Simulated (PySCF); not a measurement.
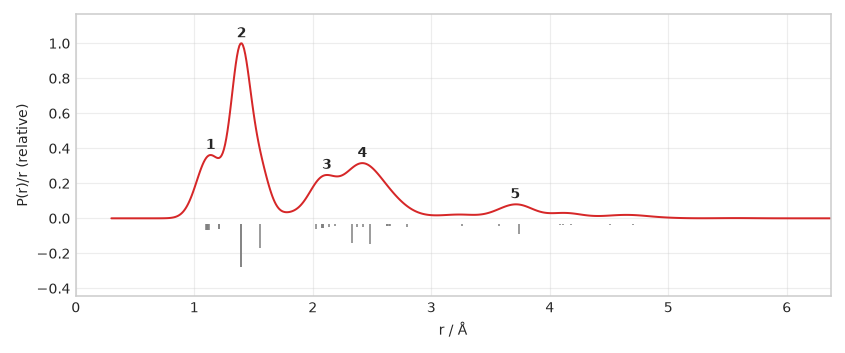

Simulated gas electron diffraction: radial distribution curve of C2H7BO. Each pair of atoms contributes with weight ZᵢZⱼ/r (bars below the curve); damping constant 0.002 Å²; vibrational amplitudes assumed, not computed: 0.05 Å for bonds, 0.078 Å for bonds to H, 0.06 + 0.015 r up to 0.15 Å for other pairs. The geometry is the end point of an optimisation (PySCF, PBE0-D3(BJ)/def2-SVP geometry optimisation, gas phase); it may be a saddle point or a higher isomer. SMILES: BCOC.

**Assign the numbered peaks of the radial distribution curve (– bonded, ··· not bonded).**

Peak 1, 1.14 Å: C–H 1.10–1.12 Å (×5)
Peak 2, 1.40 Å: O–C 1.39 Å (×2), C–B 1.55 Å, not resolved
Peak 3, 2.12 Å: O···H 2.02–2.09 Å (×5), B···H 2.14–2.19 Å (×2), not resolved
Peak 4, 2.42 Å: C···C 2.33 Å, C···H 2.37–2.65 Å (×6), O···B 2.49 Å, not resolved
Peak 5, 3.71 Å: O···H 3.57 Å, C···B 3.74 Å, not resolved
